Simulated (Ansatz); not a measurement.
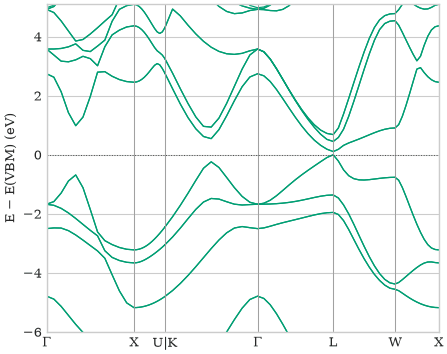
*Band structure from the program Ansatz at the PBE with spin–orbit coupling level (PAW)*

Problem. Read off the gap and where the band edges lie.

Solution. About 0.1 eV (0.11 eV by a search for the band edges); maximum at L, minimum at L.

The material is SnTe (rock salt, space group No. 225).

Space group Fm-3m (rock salt). Symmetry was held in the PBE relaxation.

Potentials: the earlier of the program's two PAW sets.
